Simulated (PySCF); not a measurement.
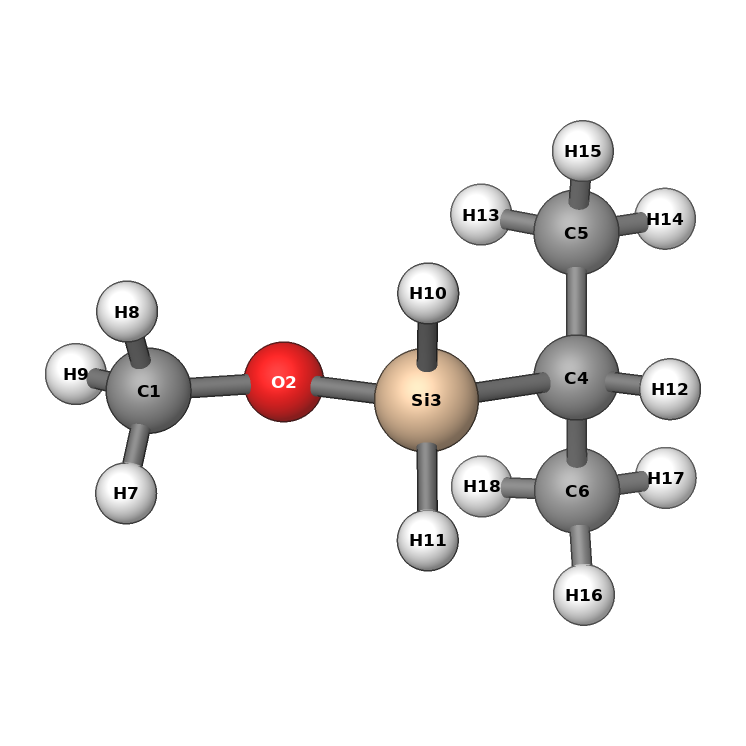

The geometry was computed by an optimisation with PBE0-D3(BJ)/def2-SVP. No frequency run is at hand to confirm it as a minimum. Electric field gradients from the ground-state density, PBE0/pcSseg-1 (PySCF 2.14.0), non-relativistic apart from any core potentials.

Give the largest field-gradient component, the quadrupole coupling constant and the asymmetry for 17O at O2 (Q = −25.6 mb), 2H at H7 (Q = 2.86 mb), 2H at H9 (Q = 2.86 mb).

```tsv
atom	V_zz (a.u.)	e²qQ/h (MHz)	η
O2	1.755	−10.55	0.46
H7	0.274	0.184	0.08
H9	0.284	0.191	0.07
```
